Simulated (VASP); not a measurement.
Band structure of Ta (space group Im-3m). Level of theory: LDA (Ceperley-Alder, Perdew-Zunger), VASP's LDA PAW potentials (set 64) (plane waves; VASP).

Unless said otherwise, spin-orbit coupling is left out, though it shifts the bands of the heavy elements here.

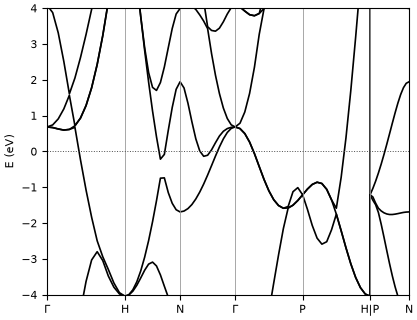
Fig. 1. Bands along high-symmetry lines, zero at the valence-band maximum or, without a gap, the Fermi level

Question: Read the plot: is there a gap, and where are the band edges?

Answer: It has no gap at this level: it comes out as a metal or semimetal. (Edges off the drawn lines would not show.)

The structure comes from a computed database's Ta entry (Im-3m); how it stands against other phases isn't given here. It was relaxed first.
